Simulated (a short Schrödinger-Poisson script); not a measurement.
Stack: MOS inversion layer, SiO2 on p-type Si(100), at 300 K.

```csv
layer,material,thickness (nm),Na (cm⁻³)
1,SiO2,2.4,-
2,Si,1100,1.4e17
```

Constants are typed, rounded textbook-type inputs, not results; the design itself was drawn at random and stands for no fabricated device. SiO2: permittivity 3.9, conduction-band edge (eV) 3.15, gap (eV) 9, electron mass (mₑ) 0.5. Si: permittivity 11.7, conduction-band edge (eV) 0, gap (eV) 1.124, Nv at 300 K (cm⁻³) 3.1e19.

Channel valleys (confinement mass, in-plane density-of-states mass, number): Δ2 0.916, 0.19, 2; Δ4 0.19, 0.417, 4. At the gate the conduction-band edge of layer 1 lies 3.46 eV − eVg above the Fermi level of the channel; the field vanishes at the back. Gaps are held at their typed values at every temperature. Mesh 0.03 nm at interfaces.

From a short Schrödinger-Poisson script (our own, NumPy): 1D Poisson equation in equilibrium, electrons quantum, Hartree (BenDaniel-Duke, 12 states a valley, the channel's in-plane mass for all, wave functions ending at the dielectric), parabolic valleys, classical holes, full ionisation, no traps, pinning or gate leakage.

Only gate voltages with over 1e8 electrons/cm² are shown.

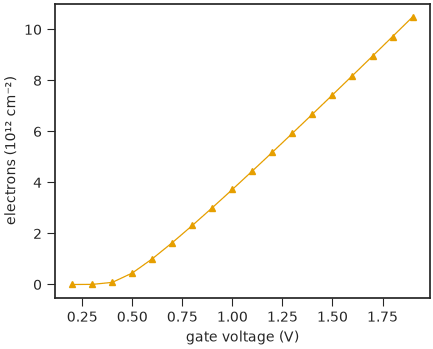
Figure. Sheet density against gate voltage

```csv
Vg (V),electrons (cm⁻²),C (μF/cm²),Δ2 E0 (meV),Δ2 E1 (meV),Δ4 E0 (meV),Δ4 E1 (meV)
0.2,1.27e8,0.117,291.7,331.6,328.5,394.6
0.4,8.30e10,0.402,121.6,165.4,162.0,233.9
0.6,1.01e12,0.983,51.7,103.7,100.3,177.7
0.8,2.32e12,1.10,24.6,85.1,81.7,163.3
1,3.73e12,1.16,7.1,75.2,71.9,156.7
1.2,5.19e12,1.19,-6.6,68.5,65.3,152.7
1.4,6.68e12,1.20,-18.1,63.4,60.3,150.0
1.6,8.19e12,1.22,-28.5,59.2,56.1,147.9
1.8,9.72e12,1.23,-38.0,55.6,52.5,146.2
```

Subbands count from the Fermi level.
